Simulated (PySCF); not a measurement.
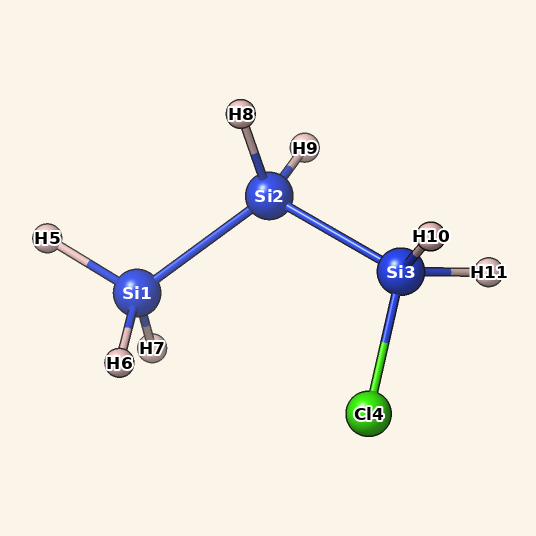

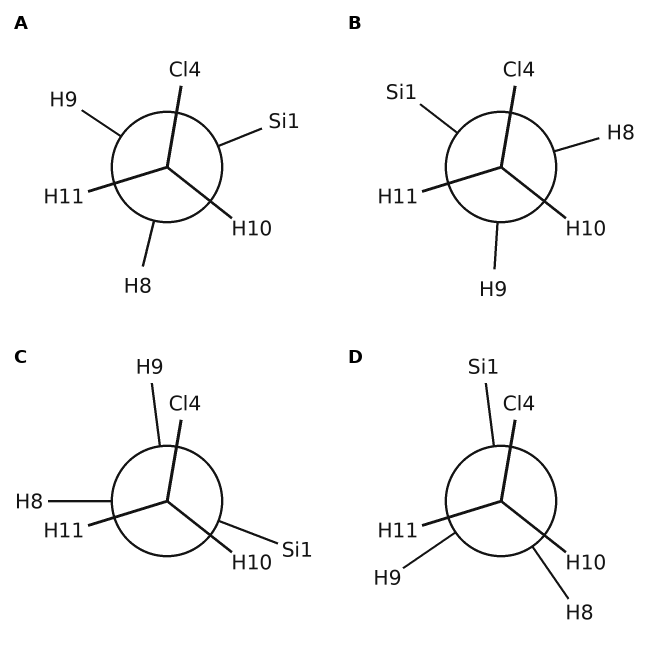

Atoms fade into the background with distance from the viewer. Bonds that would overlap in a projection are set slightly apart. Geometry: an image of a reaction path computed with GFN2-xTB, not a minimum.

Which Newman projection shows the view along Si3–Si2, with Si3 in front?

Answer. D. The torsion angle Cl4–Si3–Si2–Si1 is −2°, synperiplanar (eclipsed).
